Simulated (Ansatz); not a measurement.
```xyz
17

C    -0.6056    0.5186   -1.6427
P     0.0112   -0.0087   -0.0181
C     1.7750    0.4223   -0.0442
C    -0.0105   -1.8230   -0.0951
Al   -1.2201    0.9287    1.8756
H    -0.5520    1.6065   -1.7082
H    -0.0269    0.0764   -2.4567
H    -1.6519    0.2243   -1.7394
H     2.2425    0.0662    0.8753
H     1.8761    1.5083   -0.0774
H     2.2846   -0.0168   -0.9048
H    -1.0448   -2.1644   -0.1619
H     0.5519   -2.1969   -0.9536
H     0.4202   -2.2239    0.8238
H    -0.9725    2.4912    1.5969
H    -2.6795    0.3399    1.5528
H    -0.3975    0.2513    3.0777
```

Geometry: PBE0-D4/def2-TZVP.

All numbers below come from RKS PBE0-D4/def2-TZVPP in Ansatz.

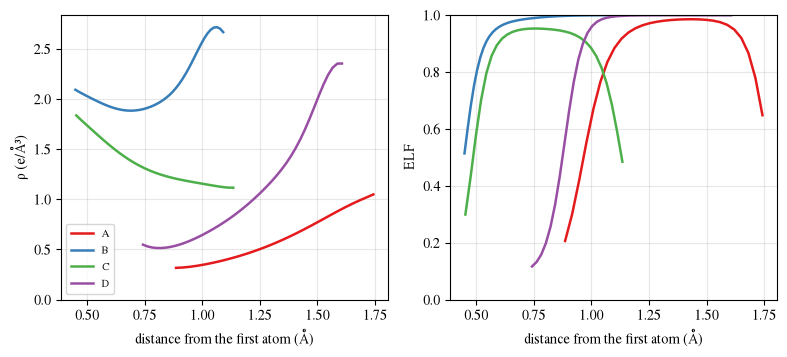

C$_{3}$H$_{12}$AlP (SMILES C[P+](C)(C)[AlH3-]). Electron density and electron localisation function along straight lines between neighbouring atoms. The curves leave out the atomic cores.

Question: Which curve belongs to which contact (Al–H, Al–P, C–H and C–P)? The first atom named is at distance zero.

Answer: Curve A: Al–P (2.45 Å): ρ at the midpoint is about 0.48 e/Å³; the ELF peaks at about 1 between the atoms, as expected for a shared electron pair. Curve B: C–H (1.09 Å): the density is about 2 e/Å³ at the midpoint; the ELF climbs to about 1 towards the hydrogen, as it does in any bond to H; a covalent bond by its length. Curve C: C–P (1.82 Å): ρ is about 1.2 e/Å³ halfway; the ELF peaks at about 0.95 between the atoms: a shared electron pair. Curve D: Al–H (1.61 Å): the density is about 0.51 e/Å³ at the midpoint; the ELF climbs to about 1 towards the hydrogen.
